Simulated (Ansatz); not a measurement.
CH₄OSSi (SMILES C[Si](O)=S)

```csv
atom,x (Å),y (Å),z (Å)
C,-0.6676,-0.0958,1.2370
O,-1.1408,1.2361,-1.1507
S,-3.7646,1.3028,0.6721
Si,-1.9196,0.8391,0.2493
H,0.2119,0.5367,1.4101
H,-0.3346,-0.9752,0.6720
H,-1.0844,-0.4135,2.1967
H,-1.6749,1.7381,-1.7827
```

Geometry: PBE0-D3(BJ)/pcseg-1.

These are results of isolated molecule in a Gaussian basis; Kohn-Sham density functional theory, functional PBE0 (Ansatz), not measurements.

Predict the electron density and electron localisation function between the atoms.

Answer. Si–O (1.65 Å): the density is about 1.2 e/Å³ at the midpoint; the ELF peaks at about 0.85 between the atoms (a polar covalent bond).
C–Si (1.85 Å): ρ at the midpoint is about 1 e/Å³; the ELF peaks at about 0.95 between the atoms, as expected for a covalent bond.
Si–S (1.95 Å): ρ is about 1.1 e/Å³ halfway; the ELF peaks at about 0.85 between the atoms; localised, covalent bonding.
O–H (0.97 Å): ρ is about 3.7 e/Å³ halfway; the ELF climbs to about 1 towards the hydrogen, as it does in any bond to H (an ordinary covalent bond to hydrogen).

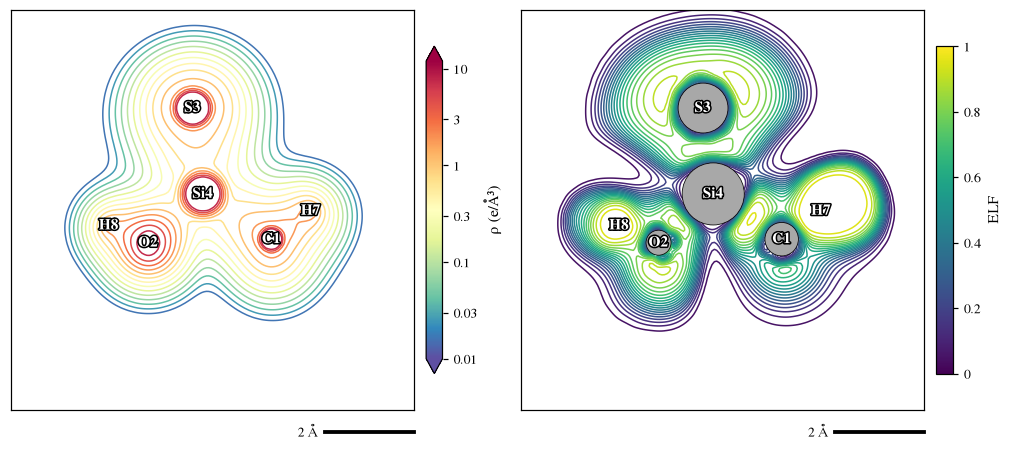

Computed electron density and electron localisation function on the plane of atoms Si4, O2 and H8, in this order. Grey discs cover the atomic cores in the ELF map. 
